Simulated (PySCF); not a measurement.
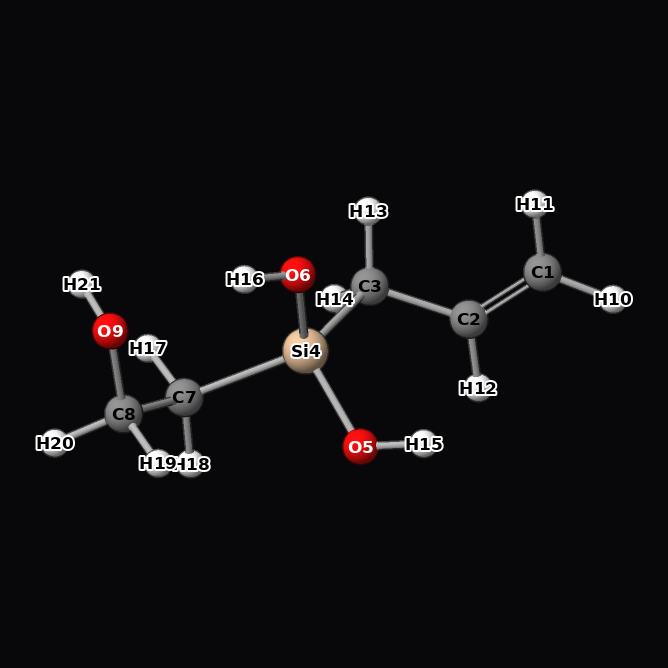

The questions are on isotropic NMR shieldings of the H atoms. Computed geometry: GFN2-xTB optimisation. No frequency run is at hand to confirm it as a minimum. Method: GIAO PBE0/pcSseg-1 NMR shielding, non-relativistic, gas phase (PySCF 2.14.0).

### Which H atom is the most shielded (lowest chemical shift)?

H21 (31.59 ppm).

### Which H atom is the least shielded (highest chemical shift)?

H12 (25.58 ppm).

### How wide is the range of H shifts?

6.01 ppm.

Give the isotropic NMR shieldings of the H atoms atom by atom.

| atom | σ (ppm) |
| --- | --- |
| H10 | 26.56 |
| H11 | 26.41 |
| H12 | 25.58 |
| H13 | 29.83 |
| H14 | 30.16 |
| H15 | 29.12 |
| H16 | 27.44 |
| H17 | 31.31 |
| H18 | 30.92 |
| H19 | 27.53 |
| H20 | 27.30 |
| H21 | 31.59 |

The geometry is semi-empirical. Around Si such bond lengths and angles can be off by a tenth of an ångström or more and by several degrees, and values that hang on the shape move with them.
